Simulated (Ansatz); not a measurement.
CuS₃

```cif
data_structure
_symmetry_space_group_name_H-M 'P 1'
_symmetry_Int_Tables_number 1
_cell_length_a 3.9834
_cell_length_b 3.9834
_cell_length_c 3.9834
_cell_angle_alpha 90.000
_cell_angle_beta 90.000
_cell_angle_gamma 90.000
_cell_volume 63.21
loop_
_atom_site_label
_atom_site_type_symbol
_atom_site_fract_x
_atom_site_fract_y
_atom_site_fract_z
_atom_site_occupancy
Cu1 Cu 0.00000 0.00000 0.00000 1
S1 S 0.00000 0.50000 0.50000 1
S2 S 0.50000 0.00000 0.50000 1
S3 S 0.50000 0.50000 0.00000 1
```

Space group Pm-3m; started from the Cu3Au (L1_2)_221 prototype, which need not be the ambient phase; computed without spin polarisation.

Theory: Ansatz, DFT PBE, scalar-relativistic, plane waves, PAW.

> What can the converged valence pseudo-density and electron localisation function tell about the bonding?

Cu–S (2.82 Å): the density is about 0.19 e/Å³ at the midpoint; the ELF peaks at about 0.85 in the valence shell of S, 0.8 Å from its nucleus, and drops to about 0.10 between the two atoms.

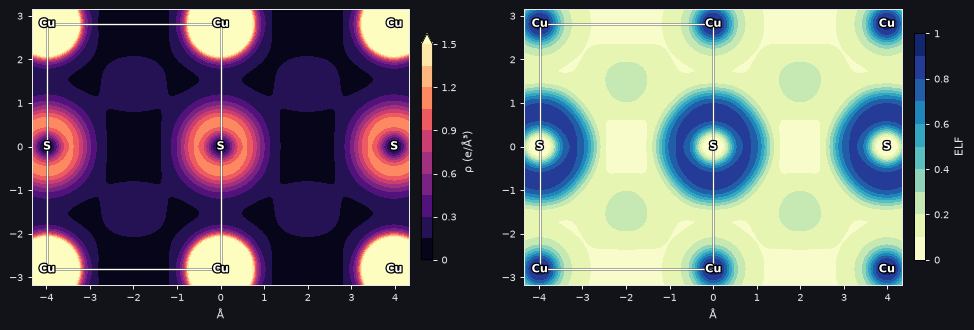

Computed valence pseudo-density and electron localisation function on the (110) plane of the conventional cell, in this order. 

Core electrons are frozen (PAW), and the valence fields are smoothed inside the atomic spheres.
